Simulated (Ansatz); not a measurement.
## RbRu2N2: relaxing a made-up structure

This structure for RbRu2N2 is made up. Its elements were placed in a known structure type with a cell scaled to their sizes. What cell does the guess relax to, and how far off was it?

Method: DFT, PBE, plane-wave PAW, files of the set soft_1, scalar-relativistic, no spin, cell and ions relaxed at zero pressure; PAW set soft_1, in Ansatz 0.2.0.

## (1) The structure

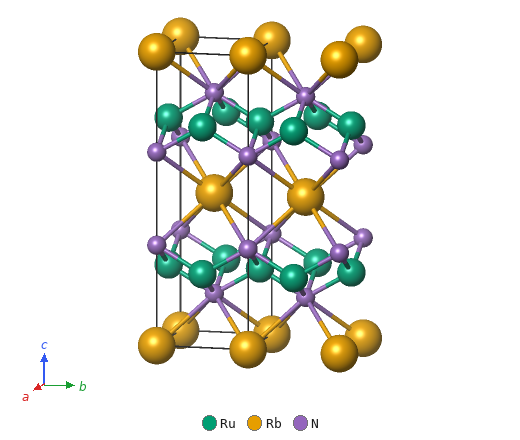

The starting structure, seen slightly off an axis (ruthenium teal, rubidium orange, nitrogen purple). 1×2×1 cells are drawn. This picture shows the conventional cell, with its axes. Some periodic images of atoms are drawn too.

## (2) Relaxing cell and atoms

The guessed cell has no reason to be at equilibrium. It is relaxed with the atoms, within the space group of the guess.

Input file input.yaml:

```yaml
crystal:
  lattice:
    - [-1.985, 1.985, 6.2685]
    - [1.985, -1.985, 6.2685]
    - [1.985, 1.985, -6.2685]
  atoms:
    - { symbol: Ru, position: [0.25, 0.75, 0.5] }
    - { symbol: Ru, position: [0.75, 0.25, 0.5] }
    - { symbol: Rb, position: [0.0, 0.0, 0.0] }
    - { symbol: "N", position: [0.6583, 0.6583, 0.0] }
    - { symbol: "N", position: [0.3417, 0.3417, 0.0] }
kpoints:
  mp_grid: { grid: [9, 9, 9] }
scf:
  occupations: { method: fermi_dirac, width: 0.05 }
hamiltonian:
  xc: pbe
  pseudopotentials: { kind: paw, azcp: { folder: soft_1 } }
relax:
  f_tol: 0.015
  max_steps: 70
  cell: {}
output:
  forces: true
  stress: true
```

The run is started by

```bash
$ ansatz run input.yaml --threads 4 --pin off --max-ram 8192MiB --backend cpu --events-out ev --progress --plain --runs-dir out
```

Numbers of over 12 decimals in the logs are rounded to 6 here.

What it wrote:

```text
basis.fft_grid_basis auto: the FFT boxes are laid along the combinations [[1, 0, 1], [0, 1, 1], [0, 0, 1]] of the cell's own vectors, 3.970, 3.970 and 6.868 Å long. The dense box has 27×27×48 points. Along the cell's own vectors, as sized, it would have 48×48×48, 3.16 times as many. Of the 16 symmetry operations that the crystal satisfies within crystal.symmetry.tolerance (time reversal apart; of a slab, those that k [...]
Engine: ansatz 0.2.0, aarch64-unknown-linux-gnu
Pseudopotentials: kind: paw
Pseudopotential: Ru, paw, valence charge 16, recommended cutoff 420 eV (normal), soft_1/Ru.paw.azcp
Pseudopotential: Rb, paw, valence charge 9, recommended cutoff 420 eV (normal), soft_1/Rb.paw.azcp
Pseudopotential: N, paw, valence charge 5, recommended cutoff 420 eV (normal), soft_1/N.paw.azcp
Functional definition: PBE
  parameter kappa = 0.804
  parameter beta = 0.066725
  exchange = pbe_x(kappa = kappa, mu = beta*pi^2/3)
  correlation = pbe_c(beta = beta)
Crystal: 5 atoms, lattice volume = 98.797 Å³
Basis set: ecut = 420 eV, 1937 PW (Γ), FFT grids on a1+a3, a2+a3, a3, exchange–correlation on 54×54×96 points (8 copies of the dense FFT grid, shifted against one another)
Bands: 31, of which v1, the nominal top of the filled ones, is band 26 counted from 1 (25 counted from 0)
Symmetry: 16 space group operations
Space group: I4/mmm (ITA 139), of the structure as read, at distance tolerance 4.6e-5 Å
k-points: 75 of 729
Non-local potential: Ru, projectors of the file, l = 0: 3, l = 1: 2, l = 2: 2, l = 3: 1
Non-local potential: Rb, projectors of the file, l = 0: 3, l = 1: 2, l = 2: 2
Non-local potential: N, projectors of the file, l = 0: 2, l = 1: 2, l = 2: 1
PAW form: soft (Blöchl's): semilocal exchange-correlation on the pseudo side does not see the compensation charge
PAW one-centre angular grid: Ru, 590 points (default); XC on 64 Gauss nodes
PAW one-centre angular grid: Rb, 110 points (default); XC on 64 Gauss nodes
PAW one-centre angular grid: N, 110 points (default); XC on 64 Gauss nodes
Initial density: superposition of atomic densities (chi_scale 0.1, normalization cell, long waves kept (reshape's long-wave potential 0.11 eV rms))
Initial wavefunctions: pseudopotential atomic-orbital guess
Functional: x = pbe(κ = 0.804, μ = 0.219515), c = pbe(β = 0.066725)
SCF iter   1: F=—  HF=-15792.825742 eV  |F-HF|=—  |Δ(HF+E_count)|=         —  Δρ=9.98e-2  dr2=2.03e1  ethr=3.10e-3  ⟨swp⟩=6.1  Hψ=9102  notcnv=0
preconditioner: auto → LDOS  [metal: Δε(μ)=0.016 eV  Ē_g=7.992 eV  σ=0.050 eV  W_gap=0.08  n_scr=24 (ndim 8)  ℏωp=21.5 eV  f_vac=0.015  D(μ)=3.66/eV (n_scr^D=32)  β→1.0]
SCF iter   2: F=—  HF=-15790.981873 eV  |F-HF|=—  |Δ(HF+E_count)|=    1.84e0  Δρ=9.32e-2  dr2=1.33e1  ethr=3.10e-3  ⟨swp⟩=3.4  Hψ=5885  notcnv=0
SCF iter   3: F=—  HF=-15789.658311 eV  |F-HF|=—  |Δ(HF+E_count)|=    1.32e0  Δρ=2.24e-2  dr2=5.99e-1  ethr=3.10e-3  ⟨swp⟩=3.0  Hψ=5302  notcnv=0  defer=30
SCF iter   4: F=—  HF=-15789.556570 eV  |F-HF|=—  |Δ(HF+E_count)|=   1.02e-1  Δρ=4.74e-3  dr2=9.43e-3  ethr=1.18e-3  ⟨swp⟩=2.4  Hψ=3952  notcnv=0  defer=20
SCF iter   5: F=—  HF=-15789.558962 eV  |F-HF|=—  |Δ(HF+E_count)|=   2.39e-3  Δρ=1.51e-3  dr2=2.18e-3  ethr=1.85e-5  ⟨swp⟩=2.1  Hψ=3832  notcnv=0  defer=20
SCF iter   6: F=—  HF=-15789.559358 eV  |F-HF|=—  |Δ(HF+E_count)|=   3.96e-4  Δρ=6.41e-4  dr2=3.63e-4  ethr=4.28e-6  ⟨swp⟩=2.0  Hψ=3061  notcnv=0  defer=20
SCF iter   7: F=—  HF=-15789.559335 eV  |F-HF|=—  |Δ(HF+E_count)|=   2.29e-5  Δρ=9.14e-5  dr2=4.76e-6  ethr=7.12e-7  ⟨swp⟩=2.1  Hψ=3772  notcnv=0  defer=20
SCF iter   8: F=—  HF=-15789.559340 eV  |F-HF|=—  |Δ(HF+E_count)|=   5.11e-6  Δρ=2.64e-5  dr2=2.93e-7  ethr=9.33e-9  ⟨swp⟩=2.5  Hψ=3884  notcnv=0  defer=20
SCF iter   9: F=-15789.559341 eV  HF=-15789.559341 eV  |F-HF|=1.44e-8  |Δ(HF+E_count)|=   7.31e-7  Δρ=4.27e-6  dr2=1.18e-8  ethr=1.96e-10  ⟨swp⟩=4.9  Hψ=7961  notcnv=0
SCF 1 converged in 9 iterations: F = -15789.559341 eV  dr2 = 1.18e-8
  greatest PAW one-centre occupation: 0.999 electrons in one spin orbital (limit 2), on the Ru atom at site 1 (counted from 0), in its partial waves of l = 0
relax step   1: F+E_penalty+E_count = -15789.55934112 eV  Δ(F+E_penalty+E_count) = +0.000e0 eV  max|allowed force component| = 2.930e0 eV/Å  Δτ_max = 0.0000 Å  P = -20.994 GPa  Ω = 98.797 Å³  (9 SCF iters, dr2 threshold 1.00e-7 eV, accepted)
Crystal: 5 atoms, lattice volume = 88.495 Å³
Basis set: ecut = 420 eV, 1721 PW (Γ), FFT grids on a1+a3, a2+a3, a3, exchange–correlation on 54×54×96 points (8 copies of the dense FFT grid, shifted against one another)
Initial density: handed on by an earlier stage of this run
Initial wavefunctions: those handed on with the density
iter 1 solved again at ethr=2.10e-3 eV; its pass at ethr=3.10e-3 eV (dr2=1.07e0 eV) is discarded
SCF iter   1: F=—  HF=-15791.521840 eV  |F-HF|=—  |Δ(HF+E_count)|=         —  Δρ=3.16e-2  dr2=1.07e0  ethr=2.10e-3  ⟨swp⟩=1.0  Hψ=12964  notcnv=0
preconditioner: auto → LDOS  [metal: Δε(μ)=0.022 eV  Ē_g=8.282 eV  σ=0.050 eV  W_gap=0.11  n_scr=24 (ndim 8)  ℏωp=22.7 eV  f_vac=0.075  D(μ)=3.74/eV (n_scr^D=32)  β→1.0]
SCF iter   2: F=—  HF=-15791.455673 eV  |F-HF|=—  |Δ(HF+E_count)|=   6.62e-2  Δρ=2.61e-2  dr2=5.65e-1  ethr=2.10e-3  ⟨swp⟩=2.0  Hψ=4017  notcnv=0  defer=1
SCF iter   3: F=—  HF=-15791.366090 eV  |F-HF|=—  |Δ(HF+E_count)|=   8.96e-2  Δρ=4.44e-3  dr2=1.17e-2  ethr=1.11e-3  ⟨swp⟩=2.0  Hψ=3464  notcnv=0  defer=53
SCF iter   4: F=—  HF=-15791.365767 eV  |F-HF|=—  |Δ(HF+E_count)|=   3.23e-4  Δρ=1.46e-3  dr2=1.70e-3  ethr=2.29e-5  ⟨swp⟩=2.0  Hψ=3253  notcnv=0  defer=53
SCF iter   5: F=—  HF=-15791.365594 eV  |F-HF|=—  |Δ(HF+E_count)|=   1.73e-4  Δρ=4.69e-4  dr2=1.85e-4  ethr=3.32e-6  ⟨swp⟩=2.4  Hψ=3487  notcnv=0  defer=53
SCF iter   6: F=—  HF=-15791.365610 eV  |F-HF|=—  |Δ(HF+E_count)|=   1.60e-5  Δρ=1.06e-4  dr2=7.62e-6  ethr=3.63e-7  ⟨swp⟩=2.0  Hψ=3012  notcnv=0  defer=53
SCF iter   7: F=-15791.365613 eV  HF=-15791.365613 eV  |F-HF|=1.37e-8  |Δ(HF+E_count)|=   2.83e-6  Δρ=2.18e-5  dr2=3.11e-7  ethr=9.80e-10  ⟨swp⟩=3.8  Hψ=9732  notcnv=0
SCF 2 converged in 7 iterations: F = -15791.365613 eV  dr2 = 3.11e-7
  greatest PAW one-centre occupation: 1.000 electrons in one spin orbital (limit 2), on the Ru atom at site 1 (counted from 0), in its partial waves of l = 0
relax step   2: F+E_penalty+E_count = -15791.36561284 eV  Δ(F+E_penalty+E_count) = -1.806e0 eV  max|allowed force component| = 1.208e0 eV/Å  Δτ_max = 0.1324 Å  P = -9.477 GPa  Ω = 88.495 Å³  energy of the carried Pulay correction = +8.958e-3 eV  (7 SCF iters, dr2 threshold 5.00e-7 eV, accepted)
Crystal: 5 atoms, lattice volume = 81.534 Å³
Basis set: ecut = 420 eV, 1577 PW (Γ), FFT grids on a1+a3, a2+a3, a3, exchange–correlation on 54×54×96 points (8 copies of the dense FFT grid, shifted against one another)
iter 1 solved again at ethr=9.79e-4 eV; its pass at ethr=3.10e-3 eV (dr2=4.99e-1 eV) is discarded
SCF iter   1: F=—  HF=-15791.552401 eV  |F-HF|=—  |Δ(HF+E_count)|=         —  Δρ=2.34e-2  dr2=4.99e-1  ethr=9.79e-4  ⟨swp⟩=1.0  Hψ=13061  notcnv=0
preconditioner: auto → LDOS  [metal: Δε(μ)=0.004 eV  Ē_g=9.134 eV  σ=0.050 eV  W_gap=0.02  n_scr=24 (ndim 8)  ℏωp=23.6 eV  f_vac=0.069  D(μ)=3.17/eV (n_scr^D=24)  β→1.0]
SCF iter   2: F=—  HF=-15791.510275 eV  |F-HF|=—  |Δ(HF+E_count)|=   4.21e-2  Δρ=1.83e-2  dr2=1.99e-1  ethr=9.78e-4  ⟨swp⟩=2.2  Hψ=3991  notcnv=0
SCF iter   3: F=—  HF=-15791.469252 eV  |F-HF|=—  |Δ(HF+E_count)|=   4.10e-2  Δρ=4.09e-3  dr2=1.43e-2  ethr=3.90e-4  ⟨swp⟩=2.0  Hψ=4311  notcnv=0  defer=48
SCF iter   4: F=—  HF=-15791.467584 eV  |F-HF|=—  |Δ(HF+E_count)|=   1.67e-3  Δρ=1.64e-3  dr2=2.14e-3  ethr=2.80e-5  ⟨swp⟩=2.6  Hψ=3289  notcnv=0  defer=48
SCF iter   5: F=—  HF=-15791.467146 eV  |F-HF|=—  |Δ(HF+E_count)|=   4.38e-4  Δρ=4.31e-4  dr2=1.59e-4  ethr=4.19e-6  ⟨swp⟩=2.0  Hψ=2897  notcnv=0  defer=48
SCF iter   6: F=—  HF=-15791.467145 eV  |F-HF|=—  |Δ(HF+E_count)|=   1.15e-6  Δρ=7.51e-5  dr2=4.54e-6  ethr=3.12e-7  ⟨swp⟩=2.0  Hψ=3030  notcnv=0  defer=48
SCF iter   7: F=-15791.467145 eV  HF=-15791.467145 eV  |F-HF|=6.85e-8  |Δ(HF+E_count)|=   5.76e-7  Δρ=1.92e-5  dr2=2.52e-7  ethr=9.80e-10  ⟨swp⟩=5.0  Hψ=8804  notcnv=0
SCF 3 converged in 7 iterations: F = -15791.467145 eV  dr2 = 2.52e-7
relax step   3: F+E_penalty+E_count = -15791.46714512 eV  Δ(F+E_penalty+E_count) = -1.015e-1 eV  max|allowed force component| = 1.055e0 eV/Å  Δτ_max = 0.0904 Å  P = +8.596 GPa  Ω = 81.534 Å³  energy of the carried Pulay correction = +1.559e-2 eV  (7 SCF iters, dr2 threshold 5.00e-7 eV, accepted)
[...]
relax step   4: F+E_penalty+E_count = -15791.59958236 eV  Δ(F+E_penalty+E_count) = -1.324e-1 eV  max|allowed force component| = 1.690e-1 eV/Å  Δτ_max = 0.0486 Å  P = -1.095 GPa  Ω = 84.067 Å³  energy of the carried Pulay correction = +1.312e-2 eV  (7 SCF iters, dr2 threshold 5.00e-7 eV, accepted)
[...]
relax step   5: F+E_penalty+E_count = -15791.60311048 eV  Δ(F+E_penalty+E_count) = -3.528e-3 eV  max|allowed force component| = 1.195e-2 eV/Å  Δτ_max = 0.0088 Å  P = +0.024 GPa  Ω = 83.828 Å³  energy of the carried Pulay correction = +1.335e-2 eV  (6 SCF iters, dr2 threshold 5.00e-7 eV, accepted)
[...]
relax step   6: F+E_penalty+E_count = -15791.59387557 eV  Δ(F+E_penalty+E_count) = +9.235e-3 eV  max|allowed force component| = 8.566e-3 eV/Å  Δτ_max = 0.0000 Å  P = -0.051 GPa  Ω = 83.828 Å³  stress off target by 5.61e-2 GPa  SCF on the basis re-selected at this cell (its energy is not comparable with the rows above)  (8 SCF iters)
[...]
relax step   7: F+E_penalty+E_count = -15791.59393079 eV  Δ(F+E_penalty+E_count) = -5.522e-5 eV  max|allowed force component| = 1.299e-3 eV/Å  Δτ_max = 0.0003 Å  P = +0.004 GPa  Ω = 83.794 Å³  energy of the carried Pulay correction = +4.606e-5 eV  (5 SCF iters, dr2 threshold 7.86e-9 eV, accepted)
iter 1 solved again at ethr=1.54e-7 eV; its pass at ethr=3.10e-3 eV (dr2=7.86e-5 eV) is discarded
SCF iter   1: F=—  HF=-15791.593900 eV  |F-HF|=—  |Δ(HF+E_count)|=         —  Δρ=3.00e-6  dr2=6.23e-9  ethr=1.54e-7  ⟨swp⟩=4.1  Hψ=16496  notcnv=0
eigensolver tolerance schedule: the retry pair's looser diagonalisation over-reported the residual by 12611.96 of it (diagonalisation noise at 1.68 of the residual, at the tolerance the schedule requests for it); recorded, not acted on — ethr = c·dr2/N_el stays at c = 1.0e-1
SCF iter   2: F=—  HF=-15791.593894 eV  |F-HF|=—  |Δ(HF+E_count)|=   6.24e-6  Δρ=1.95e-6  dr2=1.43e-9  ethr=1.22e-11  ⟨swp⟩=3.8  Hψ=6597  notcnv=0
SCF iter   3: F=—  HF=-15791.593894 eV  |F-HF|=—  |Δ(HF+E_count)|=  1.33e-10  Δρ=8.05e-7  dr2=4.93e-10  ethr=2.81e-12  ⟨swp⟩=2.0  Hψ=3549  notcnv=0
SCF iter   4: F=-15791.593894 eV  HF=-15791.593894 eV  |F-HF|=1.09e-11  |Δ(HF+E_count)|=  1.09e-11  Δρ=2.83e-7  dr2=3.50e-11  ethr=1.00e-12  ⟨swp⟩=3.0  Hψ=9355  notcnv=0
SCF 8 converged in 4 iterations: F = -15791.593894 eV  dr2 = 3.50e-11
relax step   8: F+E_penalty+E_count = -15791.59389392 eV  Δ(F+E_penalty+E_count) = +3.687e-5 eV  max|allowed force component| = 1.274e-3 eV/Å  Δτ_max = 0.0000 Å  P = +0.004 GPa  Ω = 83.794 Å³  stress off target by 8.16e-3 GPa  SCF on the basis re-selected at this cell (its energy is not comparable with the rows above)  (4 SCF iters)
basis re-selected at this cell: Δ(F+E_penalty+E_count) = +3.687e-5 eV, ΔP = -0.000 GPa vs the last step (what re-selecting the basis moved, of the pressure what is left beyond the Pulay correction that the steps carried, after the strain that the cell walked since its last selection, with what the two solves' SCF thresholds leave and, on support functions, any second-order correction that the steps lacked; it is no m [...]
SCF converged after 4 iterations
Free energy (F): -15791.593894 eV
Harris-Foulkes:  -15791.593894 eV  (|F-HF|=1.09e-11)
Internal energy: -15791.569996 eV  (E = F + TS)
E sigma→0 (E₀):  -15791.581945 eV
Entropy (-TS):   -0.023898 eV (-4.780 meV/atom)
Fermi energy:    11.976353 eV
--- Per-component energies (eV) ---
  E_band       = -469.274294
  E_kinetic    = 1355.670018
  E_local      = -6697.459244  (includes V_loc(G=0)·N_el)
  E_nonlocal   = 1089.338731
  E_hartree    = 2572.821616
  E_xc         = -580.836845
  E_vxc        = -706.970502  (∫ρ·V_xc dr)
  E_paw        = -9882.625250  (= ΣΔE_a)
  E_vpaw       = -655.499556  (= ΣTr[D̂ρ^β])
  E_aug_tail   = 0.003065  (compensation charges beyond the density's cutoff)
  E_ewald      = -3648.482087
  E_smearing   = -0.023898  (= −TS)
  E_closure    = 0.000000  (closes the sum)
  Σ components = -15791.593894   (vs F -15791.593894, Δ=0.00e0)
--- Forces (eV/Å), atoms counted from 1 ---
  atom   1  Ru     0.00000000     0.00000000     0.00000000
  atom   2  Ru     0.00000000     0.00000000     0.00000000
  atom   3  Rb     0.00000000     0.00000000    -0.00000000
  atom   4  N      0.00000000     0.00000000     0.00127428
  atom   5  N      0.00000000     0.00000000    -0.00127428
  max |Σ_I F_I| component: 6.07e-18 eV/Å
--- Stress (GPa, compression-positive) ---
        0.008163      -0.000000       0.000000
       -0.000000       0.008163       0.000000
        0.000000       0.000000      -0.004569
  P = ⅓ Tr σ = 0.0039 GPa (0.039 kbar)
--- Relaxed structure (6 steps of the walk, 6 accepted, 2 SCFs on fresh bases) ---
  F+E_penalty+E_count = -15791.59389392 eV   max|allowed force component| = 1.274e-3 eV/Å   (the final SCF, on the basis selected at the relaxed cell)
  cell:  # Å, volume = 83.7942 Å³
    - [-1.844487, 1.844487, 6.157476]
    - [1.844487, -1.844487, 6.157476]
    - [1.844487, 1.844487, -6.157476]
  atoms:
    - { symbol: Ru, position: [0.250000, 0.750000, 0.500000] }
    - { symbol: Ru, position: [0.750000, 0.250000, 0.500000] }
    - { symbol: Rb, position: [1.1104056707915671e-18, 1.1104056707915673e-18, 0] }
    - { symbol: N, position: [0.672924, 0.672924, 0] }
    - { symbol: N, position: [0.327076, 0.327076, 0] }
```

Run time: 24 s. Hardware: 4 threads of Arm Neoverse V1, shared host; peak memory 0.53 GiB.

This run has no spin polarisation although its electron count is odd.

Step by step:

```tsv
step	energy less that of the first step (eV)	largest force component (eV/Å)	pressure (GPa)	volume (Å³)
1	0.0000	2.9299	-20.99	98.80
2	-1.8063	1.2079	-9.48	88.50
3	-1.9078	1.0549	8.60	81.53
4	-2.0402	0.1690	-1.09	84.07
5	-2.0438	0.0119	0.02	83.83
6*	-2.0345	0.0086	-0.05	83.83
7	-2.0346	0.0013	0.00	83.79
8*	-2.0346	0.0013	0.00	83.79
```

Relaxation steps marked * repeat the geometry before them on a plane-wave basis chosen anew for their cell, so energy and pressure can jump there.

Forces are held to the 16 operations that the run works with; a distortion that breaks them can't arise in this run.

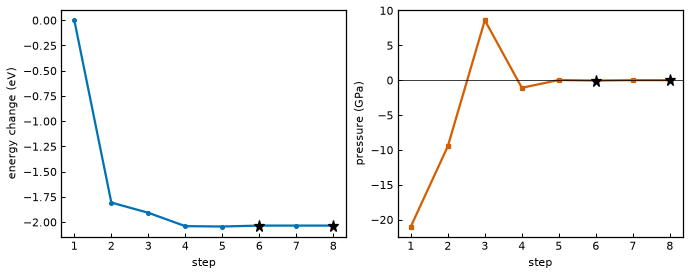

Energy and pressure along the relaxation. Stars mark steps on a basis chosen anew.

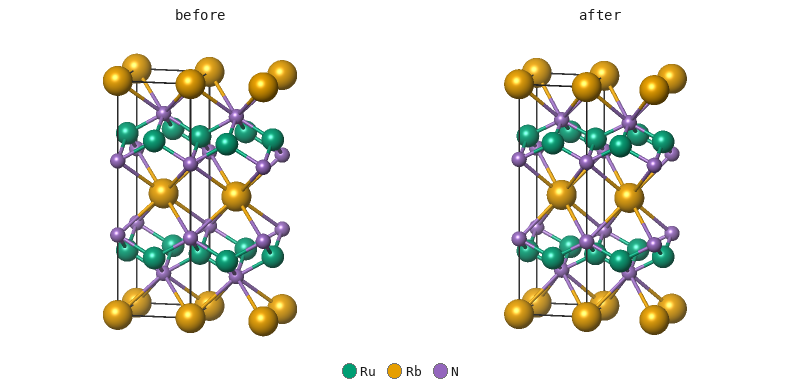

The structure before and after the relaxation, drawn at the same scale.

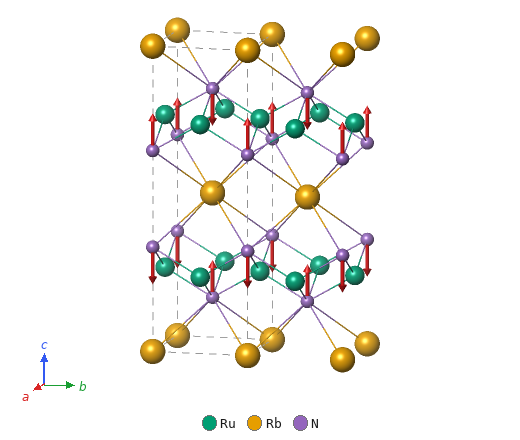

Displacements in the relaxation, exaggerated, measured against the changing cell; the longest in the cell stands for 0.18 Å. 1×2×1 conventional cells are drawn. Some periodic images of atoms are drawn too.

```tsv
conventional cell, symmetrised	before	after	change
a (Å)	3.970	3.689	-7.1 %
b (Å)	3.970	3.689	-7.1 %
c (Å)	12.537	12.315	-1.8 %
volume (Å³/atom)	19.76	16.76	-15.2 %
```

The atoms that moved most (Å, as changes of fractional coordinates times the final cell):

```tsv
atom	dx	dy	dz	length
N4	0.000	0.000	0.180	0.180
N5	0.000	0.000	-0.180	0.180
```

The relaxed structure:

```
Ru Rb N
1.0
    -1.84449    1.84449    6.15748
     1.84449   -1.84449    6.15748
     1.84449    1.84449   -6.15748
Ru Rb N
2 1 2
Cartesian
  1.8445 0.0000 3.0787
  0.0000 1.8445 3.0787
  0.0000 0.0000 0.0000
  0.0000 0.0000 8.2870
  0.0000 0.0000 4.0279
```

Numbers from this step:

- free energy: -15791.5939 eV
- energy at zero smearing: -15791.5819 eV
- smearing term TS: 0.02390 eV
- Fermi energy: 11.98 eV
- electrons: 51
- symmetry operations: 16
- pressure: 0.003919 GPa

Shortest distances by pair of elements, guess and relaxed (not always the same contact):

```tsv
pair	guess (Å)	relaxed (Å)
N–Ru	2.294	2.074
Ru–Ru	2.807	2.608
N–N	3.629	3.226
N–Rb	3.438	3.367
Rb–Ru	3.710	3.589
```

The relaxation ends with a largest force component of 0.0013 eV/Å and a pressure of 0.00 GPa.

## (3) Outcome

```yaml
space_group_relaxed: I4/mmm
conventional_cell: a = 3.689, b = 3.689, c = 12.315 Å; α = 90.0°, β = 90.0°, γ = 90.0°
volume_per_atom: 16.76 Å³ (guess 19.76)
```

RbRu2N2 relaxes to I4/mmm with a = 3.689, b = 3.689 and c = 12.315 Å. The guessed volume was 18 % too large. The space group I4/mmm was held in the relaxation, so the end point is a stationary structure within it and may be a saddle against distortions or other arrangements. Mesh and cutoff weren't tested. No dispersion term is used, so weakly bound directions may come out too long. The runs have no spin, and magnetism wasn't tested. Nothing here tests whether the compound is stable against decomposition.

[Logs are printed without paths, hosts, clocks, repeated set-up lines and the standing remarks that a program may print on its own settings, such as how far it seeks lower states.]

[Hosts, paths, dates, database ids (printed as entryN), source tags and the programs' standing remarks are cut or masked in the printed files.]
